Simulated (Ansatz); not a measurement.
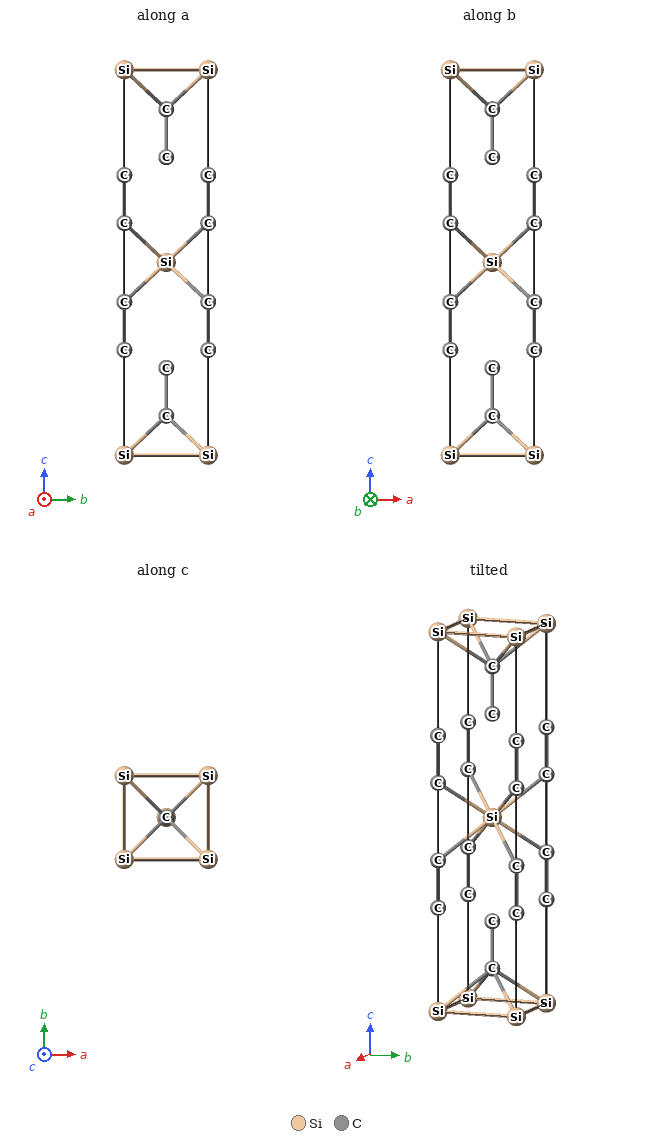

Structure drawing (ball-and-stick), viewed along the a axis, along the b axis, along the c axis and slightly off an axis. The frame is the conventional unit cell; atoms at its boundary are shown with their periodic copies.

Lattice parameters: a = 2.5107 Å, b = 2.5107 Å, c = 11.5303 Å, α = 90.000°, β = 90.000°, γ = 90.000°.

**Reconstruct the structure as a CIF with its space group and independent sites, with free fractional coordinates to two decimals.**

```cif
data_structure
_symmetry_space_group_name_H-M 'I 4/m m m'
_symmetry_Int_Tables_number 139
_cell_length_a 2.5107
_cell_length_b 2.5107
_cell_length_c 11.5303
_cell_angle_alpha 90.000
_cell_angle_beta 90.000
_cell_angle_gamma 90.000
_cell_volume 72.68
loop_
_atom_site_label
_atom_site_type_symbol
_atom_site_symmetry_multiplicity
_atom_site_Wyckoff_symbol
_atom_site_fract_x
_atom_site_fract_y
_atom_site_fract_z
_atom_site_occupancy
Si1 Si 2 a 0.00 0.00 0.00 1
C1 C 4 e 0.50 0.50 0.10 1
C2 C 4 e 0.00 0.00 0.27 1
```

Starting structure: a structure type filled with these elements by a generator (whether the compound takes this form wasn't checked). Earlier steps of the study may have refined or changed the cell and positions. It was run through Ansatz as a DFT input.
